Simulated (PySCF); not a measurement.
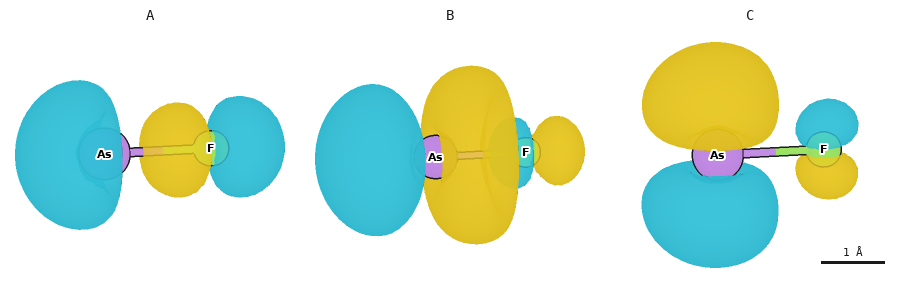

AsF (triplet). Three frontier α-spin orbitals, each drawn at the value that holds 80 % of its norm (yellow and cyan are the two phases), in no order; of a degenerate pair one member is drawn.

Computed with PBE0/def2-SVP, non-relativistic Hamiltonian with scalar-relativistic core potentials where named, at a bond length of 1.754 Å (PySCF).

> Name the orbitals and rank them from lowest to highest energy.

Orbital A: σ, occupied in this spin, −11.96 eV; shared between the atoms (As 45 %, F 55 %).
Orbital C: π, occupied in this spin, −6.69 eV; mainly on As (90 %).
Orbital B: σ, empty in this spin, −0.79 eV; mainly on As (80 %).
